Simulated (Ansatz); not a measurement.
C3H7BS: geometry relaxation (part 2 of 3)

Continued. System: C3H7BS. Method: RKS PBE0-D4/def2-SVP (Ansatz 0.2.0). It belongs to a series of runs on one base structure; here: end point B relaxed.

Geometry of the input (Å):
```
C  -1.5150  -0.3815  0.5593
B  -0.3751  0.6661  0.8575
C  0.9289  0.6553  0.0061
C  1.2515  -0.3593  -1.0654
S  2.0474  1.4971  0.4137
H  -1.9493  -0.1385  -0.4780
H  -1.1738  -1.3799  0.6316
H  -1.2676  1.2059  0.3274
H  -0.4899  1.4449  1.8002
H  2.0103  -0.0799  -1.7195
H  0.2510  -0.4750  -1.6585
H  1.4357  -1.3437  -0.5845
```

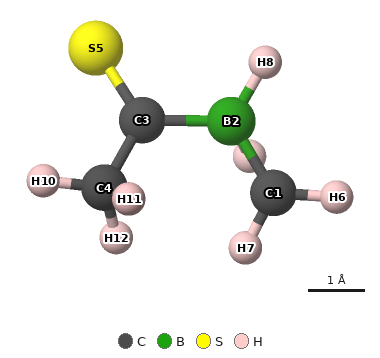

*The geometry at step 12 of the log (ball-and-stick view, seen at a tilt; atoms are numbered from 1 in the order of the input).*

### Trajectory as extended XYZ, continued
```
12
Properties=species:S:1:pos:R:3:forces:R:3 step=3 energy=-14717.94198
C    -1.3761   -0.4460    0.4530   -0.1400   0.3654  -0.7027
B    -0.4772    0.7619    0.8476   -1.3198  -0.2875  -0.6608
C     0.9837    0.5659    0.1189   -0.1961  -0.3088  -0.6553
C     1.1689   -0.3931   -1.0430    0.1064   0.1863   0.5438
S     2.1403    1.6336    0.4309    0.5729   0.4496   0.2685
H    -2.2066   -0.2514   -0.3046    0.5106  -0.5389   1.2526
H    -1.1034   -1.5127    0.5161    0.0855  -0.0634  -0.1110
H    -1.1525    1.5059    0.1379    0.5206   0.8265  -0.2388
H    -0.4917    1.4020    1.8811    0.1110  -0.4053   0.2406
H     2.0019   -0.0755   -1.6935   -0.0631  -0.1015   0.1354
H     0.2540   -0.4999   -1.6430   -0.1629  -0.0021   0.0369
H     1.4126   -1.3791   -0.6117   -0.0250  -0.1204  -0.1092
12
Properties=species:S:1:pos:R:3:forces:R:3 step=4 energy=-14718.30751
C    -1.3678   -0.4335    0.4013   -0.3165   0.1626  -0.2306
B    -0.5185    0.8061    0.7826   -1.1982  -0.1136  -0.6051
C     0.9591    0.6008    0.0829    0.1441  -0.1328  -0.5330
C     1.1678   -0.3993   -1.0336    0.2292   0.2152   0.3777
S     2.1233    1.6617    0.4180    0.3217   0.1872   0.1302
H    -2.2666   -0.3418   -0.2772    0.6735  -0.1300   0.6466
H    -1.0910   -1.4940    0.5512    0.0475   0.1267   0.0479
H    -1.0819    1.6929    0.1310    0.2626   0.2713   0.1067
H    -0.4604    1.2262    1.9352    0.0920  -0.4534  -0.0114
H     2.0102   -0.0907   -1.6758   -0.0451  -0.1531   0.0786
H     0.2687   -0.5423   -1.6492   -0.2134   0.0670   0.0279
H     1.4111   -1.3746   -0.5766    0.0026  -0.0470  -0.0355
12
Properties=species:S:1:pos:R:3:forces:R:3 step=5 energy=-14718.50003
C    -1.3662   -0.4201    0.3746   -0.4750  -0.1557  -0.3117
B    -0.5778    0.8480    0.7064   -0.4368   0.3487   0.1482
C     0.9454    0.6483    0.0328    0.4285   0.0704  -0.0078
C     1.1706   -0.3994   -1.0280    0.0848   0.1821   0.1041
S     2.1356    1.6768    0.4181   -0.1531  -0.1220  -0.0874
H    -2.2764   -0.4173   -0.2806    0.5224   0.0017   0.3637
H    -1.0731   -1.4654    0.6191    0.0017   0.4342   0.1245
H    -1.0648    1.8549    0.1469    0.1503  -0.3654   0.3318
H    -0.4310    1.0350    1.9562   -0.0019  -0.3833  -0.7617
H     2.0253   -0.1288   -1.6691   -0.0185  -0.1301   0.0497
H     0.2719   -0.5544   -1.6463   -0.0872   0.0654   0.0136
H     1.3947   -1.3661   -0.5402   -0.0152   0.0539   0.0329
12
Properties=species:S:1:pos:R:3:forces:R:3 step=6 energy=-14718.56603
C    -1.3639   -0.4109    0.3252   -0.9589  -0.4373   0.4649
B    -0.6007    0.8602    0.6448    0.0792   0.2366   0.1184
C     0.9552    0.6844    0.0022    0.3566   0.2475   0.1346
C     1.1878   -0.3887   -1.0264    0.0503   0.0348   0.0292
S     2.1413    1.7112    0.4020   -0.2093  -0.1502  -0.1405
H    -2.3239   -0.4518   -0.2512    0.6216   0.0283   0.1369
H    -1.0996   -1.4294    0.7133    0.0797   0.6451  -0.3017
H    -1.0850    1.9149    0.1891    0.1732  -0.4731   0.2452
H    -0.3879    0.8698    1.9063   -0.1247  -0.2021  -0.7816
H     2.0755   -0.1745   -1.6446   -0.0486  -0.0748   0.0675
H     0.2972   -0.5225   -1.6657    0.0328   0.0474   0.0310
H     1.3578   -1.3513   -0.5050   -0.0522   0.0978  -0.0040
12
Properties=species:S:1:pos:R:3:forces:R:3 step=7 energy=-14718.62082
C    -1.4271   -0.3872    0.3594    0.0101  -0.9209  -0.4754
B    -0.6127    0.8653    0.5915    0.1162   0.1346   0.3168
C     0.9679    0.7218   -0.0215    0.0691   0.1007   0.1496
C     1.2025   -0.3814   -1.0137    0.0441  -0.1843  -0.0031
S     2.1408    1.7646    0.3629   -0.2307  -0.0691  -0.1038
H    -2.3789   -0.4744   -0.2305    0.4296   0.1565   0.6053
H    -1.0673   -1.4055    0.6999   -0.3216   0.9249  -0.2226
H    -1.0994    1.9477    0.2414    0.1595  -0.3879   0.1867
H    -0.3288    0.7211    1.8319   -0.1825   0.0653  -0.5582
H     2.1302   -0.2375   -1.5995   -0.1853  -0.0111   0.1505
H     0.3263   -0.4883   -1.6827    0.1772   0.0087   0.0829
H     1.3006   -1.3348   -0.4492   -0.0859   0.1827  -0.1287
12
Properties=species:S:1:pos:R:3:forces:R:3 step=8 energy=-14718.69847
C    -1.4324   -0.3799    0.3257   -0.2692  -0.8260  -0.0981
B    -0.6010    0.8536    0.5630    0.0567   0.1990  -0.2233
C     0.9694    0.7444   -0.0375   -0.0803  -0.0444   0.0826
C     1.2187   -0.3857   -0.9946    0.1420  -0.2514   0.0250
S     2.1134    1.8239    0.3139   -0.0446   0.0717  -0.0632
H    -2.4600   -0.4347   -0.1355    0.7022   0.0971   0.5475
H    -1.0467   -1.3948    0.6322   -0.3563   0.7414  -0.3353
H    -1.1042    1.9381    0.2999    0.0973  -0.1466   0.1253
H    -0.3070    0.6382    1.7687   -0.1400  -0.0601  -0.1365
H     2.1725   -0.2781   -1.5484   -0.2354  -0.0031   0.1713
H     0.3651   -0.4848   -1.6944    0.1918   0.0030   0.1025
H     1.2665   -1.3288   -0.4031   -0.0641   0.2194  -0.1976
12
Properties=species:S:1:pos:R:3:forces:R:3 step=9 energy=-14718.79114
C    -1.4481   -0.3693    0.3076   -0.7499  -0.5928   0.0563
B    -0.5894    0.8475    0.5111   -0.0085   0.3697  -0.6102
C     0.9732    0.7573   -0.0486   -0.2188  -0.0954  -0.0848
C     1.2492   -0.3974   -0.9695    0.2121  -0.2820   0.0629
S     2.0749    1.8965    0.2497    0.0559   0.1037  -0.0036
H    -2.5589   -0.3833    0.0219    1.3231   0.0287   0.5826
H    -1.0334   -1.3911    0.5196   -0.3910   0.5903  -0.3190
H    -1.0980    1.9453    0.3636    0.0681  -0.0869   0.1040
H    -0.3149    0.5427    1.6956   -0.2074  -0.2732   0.1309
H     2.2256   -0.3093   -1.4882   -0.2698  -0.0177   0.1973
H     0.4246   -0.4907   -1.7050    0.2010   0.0016   0.1168
H     1.2493   -1.3368   -0.3678   -0.0149   0.2540  -0.2333
12
Properties=species:S:1:pos:R:3:forces:R:3 step=10 energy=-14718.98042
C    -1.4592   -0.3506    0.3066   -0.8356  -0.4875   0.3958
B    -0.5848    0.8569    0.4422    0.0844   0.7435  -0.7572
C     0.9670    0.7749   -0.0789   -0.2606  -0.2444  -0.0832
C     1.2799   -0.4091   -0.9523    0.1690  -0.1489   0.0320
S     2.0453    1.9451    0.2059    0.1058   0.1380   0.0110
H    -2.6091   -0.3446    0.2057    1.5888   0.0130   0.4925
H    -1.0286   -1.3778    0.4175   -0.3803   0.5101  -0.2731
H    -1.0982    1.9661    0.4194    0.1121  -0.2048   0.0823
H    -0.3634    0.4324    1.6226   -0.5593  -0.5037   0.0133
H     2.2781   -0.3383   -1.4268   -0.2376  -0.0167   0.1759
H     0.4927   -0.5021   -1.7274    0.1929  -0.0257   0.0957
H     1.2344   -1.3414   -0.3446    0.0205   0.2272  -0.1850
12
Properties=species:S:1:pos:R:3:forces:R:3 step=11 energy=-14719.34485
C    -1.4653   -0.3308    0.3130   -0.3495  -0.3398   1.1038
B    -0.5819    0.8755    0.3683    0.1599   1.0187  -0.8938
C     0.9637    0.7861   -0.1027   -0.3563  -0.2878  -0.2710
C     1.3052   -0.4150   -0.9423    0.1738  -0.0840   0.0462
S     2.0284    1.9744    0.1806    0.1555   0.1561   0.0806
H    -2.6129   -0.3187    0.4012    1.6092   0.0532   0.2895
H    -1.0275   -1.3587    0.3291   -0.3849   0.4816  -0.2300
H    -1.0919    1.9855    0.4516    0.1557  -0.2772   0.0575
H    -0.4616    0.3230    1.5454   -1.1693  -0.8566  -0.2530
H     2.3211   -0.3588   -1.3769   -0.2181  -0.0075   0.1520
H     0.5510   -0.5115   -1.7489    0.1870  -0.0411   0.0862
H     1.2257   -1.3395   -0.3284    0.0370   0.1844  -0.1679
12
Properties=species:S:1:pos:R:3:forces:R:3 step=12 energy=-14719.96660
C    -1.4536   -0.3148    0.3412    0.2179   0.0195   1.8048
B    -0.5773    0.9004    0.2973   -0.0414   1.0539  -0.8876
C     0.9553    0.7986   -0.1358   -0.1148  -0.2973  -0.3679
C     1.3247   -0.4179   -0.9400    0.1378  -0.0024   0.0198
S     2.0196    1.9867    0.1752    0.0995   0.1075   0.0968
H    -2.5700   -0.2973    0.5745    1.4204   0.0941   0.0367
H    -1.0288   -1.3398    0.2661   -0.3007   0.4005  -0.1378
H    -1.0778    2.0010    0.4723    0.1585  -0.2529   0.0204
H    -0.6118    0.2236    1.4711   -1.6118  -1.2166  -0.6355
H     2.3525   -0.3705   -1.3403   -0.1588   0.0007   0.1151
H     0.6001   -0.5240   -1.7707    0.1567  -0.0582   0.0583
H     1.2212   -1.3344   -0.3210    0.0368   0.1513  -0.1232
12
Properties=species:S:1:pos:R:3:forces:R:3 step=13 energy=-14720.55842
C    -1.4594   -0.2996    0.3726    0.3097   0.1558   2.2289
B    -0.5923    0.9214    0.2242   -0.1306   0.9771  -0.6213
C     0.9451    0.8130   -0.1910   -0.0468  -0.3266  -0.2766
C     1.3561   -0.4193   -0.9495    0.0756   0.0391  -0.0253
S     2.0045    1.9944    0.1781   -0.0400   0.0285   0.0538
H    -2.5233   -0.2754    0.7674    1.1388   0.0513  -0.6056
H    -1.0518   -1.3184    0.2132   -0.3036   0.3360  -0.0633
H    -1.0600    2.0145    0.5021    0.1516  -0.2363  -0.0771
H    -0.7671    0.1294    1.4031   -1.1467  -1.1414  -0.6709
H     2.4049   -0.3808   -1.2928   -0.1837   0.0156   0.0938
H     0.6790   -0.5441   -1.8177    0.1449  -0.0597   0.0795
H     1.2183   -1.3236   -0.3197    0.0308   0.1605  -0.1158
12
Properties=species:S:1:pos:R:3:forces:R:3 step=14 energy=-14720.88566
C    -1.4073   -0.2867    0.4851   -1.4336  -0.5567  -1.2826
B    -0.5948    0.9506    0.1787   -0.1791   0.4895  -0.4802
C     0.9254    0.8173   -0.2362    0.3046  -0.0726  -0.2925
C     1.3690   -0.4169   -0.9666   -0.0259   0.0837  -0.0050
S     1.9759    1.9959    0.1805   -0.0520  -0.0174   0.0507
H    -2.4710   -0.2304    0.7983    0.3820   0.0020  -0.4945
H    -1.0675   -1.2950    0.2072   -0.0946   0.1812   0.0388
H    -1.0373    2.0281    0.5047    0.0650   0.0297  -0.1358
H    -0.9117   -0.0006    1.3907    1.0283  -0.1751   2.5858
H     2.4249   -0.3735   -1.2709   -0.0568   0.0420   0.0227
H     0.7263   -0.5694   -1.8528    0.0676  -0.0449   0.0200
H     1.2221   -1.3080   -0.3288   -0.0055   0.0386  -0.0275
12
Properties=species:S:1:pos:R:3:forces:R:3 step=15 energy=-14721.14435
C    -1.4051   -0.2823    0.5536   -0.5575  -0.1290   0.2291
B    -0.6018    0.9503    0.1882    0.5566   0.4840  -0.6849
C     0.9267    0.8250   -0.2924   -0.3611  -0.1212   0.1658
C     1.3857   -0.4114   -1.0028    0.0202   0.0977  -0.0741
S     1.9648    1.9902    0.1824    0.0201   0.0482   0.0272
H    -2.4900   -0.1922    0.7536    0.3099  -0.0618  -0.2986
H    -1.0818   -1.2821    0.2408   -0.1056   0.0214  -0.0632
H    -1.0307    2.0510    0.4497    0.0180  -0.0054  -0.1060
H    -0.9608   -0.1010    1.5566    0.1405  -0.3524   0.7899
H     2.4568   -0.3721   -1.2536   -0.0843  -0.0001   0.0193
H     0.7946   -0.5712   -1.9231    0.0185  -0.0069   0.0442
H     1.1958   -1.2928   -0.3631    0.0246   0.0254  -0.0488
12
Properties=species:S:1:pos:R:3:forces:R:3 step=16 energy=-14721.26577
C    -1.3884   -0.2837    0.6291    0.2920   0.6649   0.4827
B    -0.5659    0.9751    0.1386   -1.0170  -0.4012   0.7362
C     0.9101    0.8295   -0.3107    0.6562  -0.1354  -0.5720
C     1.3864   -0.4001   -1.0184    0.1092  -0.0490  -0.0226
S     1.9403    1.9957    0.1858    0.0224   0.0164   0.1427
H    -2.4874   -0.1614    0.7250    0.3839  -0.0374  -0.1930
H    -1.1062   -1.2747    0.2433   -0.0936   0.0804  -0.0391
H    -0.9966    2.0808    0.3812   -0.0515  -0.0131  -0.2969
H    -1.0101   -0.2365    1.6919   -0.2034  -0.2112  -0.2731
H     2.4651   -0.3627   -1.2401   -0.1214   0.0175   0.0207
H     0.8247   -0.5707   -1.9559   -0.0033   0.0487   0.0861
H     1.1821   -1.2798   -0.3799    0.0264   0.0193  -0.0718
12
Properties=species:S:1:pos:R:3:forces:R:3 step=17 energy=-14721.35901
C    -1.3657   -0.2655    0.7169    0.1911  -0.0221   0.8455
B    -0.5639    0.9759    0.1914    0.1425   0.1845  -0.2322
C     0.9214    0.8367   -0.3533   -0.1840  -0.1713   0.3125
C     1.3993   -0.3951   -1.0483    0.0209   0.0338  -0.1416
S     1.9515    1.9768    0.2114   -0.1338  -0.0307   0.0289
H    -2.4583   -0.1242    0.6985    0.0698   0.0591   0.0026
H    -1.1196   -1.2346    0.2529    0.0683   0.0883   0.0042
H    -1.0284    2.1016    0.2572    0.0448  -0.2477  -0.0620
H    -1.0928   -0.3646    1.8148   -0.1985   0.0649  -0.7499
H     2.4790   -0.3574   -1.2529   -0.0394  -0.0061  -0.0204
H     0.8488   -0.5692   -1.9907   -0.0034   0.0377   0.0450
H     1.1828   -1.2689   -0.4080    0.0216   0.0096  -0.0328
12
Properties=species:S:1:pos:R:3:forces:R:3 step=18 energy=-14721.43376
C    -1.3585   -0.2333    0.8159   -0.2495  -0.0041  -0.0535
B    -0.5697    0.9512    0.1597    0.3858  -0.3104   0.1381
C     0.9101    0.7644   -0.3223    0.0964   0.1343  -0.1449
C     1.4295   -0.3952   -1.1084   -0.0599   0.1291   0.1328
S     1.8719    1.8964    0.3758   -0.1547  -0.2452   0.0487
H    -2.4451   -0.0566    0.7124    0.1300  -0.0808   0.1783
H    -1.1211   -1.2117    0.3680    0.0653  -0.0162   0.0741
H    -1.0604    2.0368    0.0861   -0.1538   0.3246  -0.1797
H    -1.1303   -0.3058    1.8984   -0.0521   0.0571  -0.1292
H     2.5085   -0.3120   -1.2972   -0.0022  -0.0022  -0.0150
H     0.8855   -0.5025   -2.0616   -0.0122   0.0166  -0.0063
H     1.2336   -1.3202   -0.5367    0.0070  -0.0029  -0.0433
12
Properties=species:S:1:pos:R:3:forces:R:3 step=19 energy=-14721.45708
C    -1.3564   -0.2215    0.8652   -0.0775   0.1372  -0.3468
B    -0.5652    0.9288    0.1362   -0.5543   1.0366  -0.1216
C     0.9045    0.7304   -0.3154    0.5589   0.0814   0.1062
C     1.4422   -0.3881   -1.1505   -0.1225   0.1992   0.1368
S     1.8346    1.7965    0.5391   -0.4489  -0.4855  -0.2403
H    -2.4413   -0.0597    0.7579    0.0463  -0.0684   0.1168
H    -1.1005   -1.2183    0.4677    0.0140   0.0156   0.1005
H    -1.1136    2.0496   -0.0840    0.5034  -1.0351   0.1280
H    -1.1237   -0.2250    1.9387    0.0302   0.0066   0.1809
H     2.5239   -0.2950   -1.3156    0.0180  -0.0033  -0.0088
H     0.9117   -0.4399   -2.1167    0.0232  -0.0022   0.0125
H     1.2378   -1.3464   -0.6327    0.0090   0.1180  -0.0644
12
Properties=species:S:1:pos:R:3:forces:R:3 step=20 energy=-14721.55393
C    -1.3602   -0.1821    0.9013   -0.0190  -0.1399   0.0411
B    -0.5782    0.9275    0.1082   -0.1904   0.2328  -0.0930
C     0.8848    0.6746   -0.3262    0.2873   0.1455  -0.0121
C     1.4626   -0.3747   -1.2042   -0.0646   0.0738   0.0950
S     1.7456    1.6668    0.6612   -0.2530  -0.1929  -0.0510
H    -2.4526   -0.0745    0.8093    0.0590   0.0209   0.0118
H    -1.0713   -1.2014    0.5896   -0.0362   0.0492   0.0555
H    -1.1193    1.9821   -0.1858    0.1796  -0.2067  -0.0108
H    -1.1210   -0.1091    1.9757    0.0089   0.0400   0.0491
H     2.5539   -0.2773   -1.2953   -0.0161  -0.0400  -0.0049
H     0.9911   -0.3696   -2.2015   -0.0053   0.0020   0.0421
H     1.2186   -1.3507   -0.7422    0.0498   0.0153  -0.1227
```
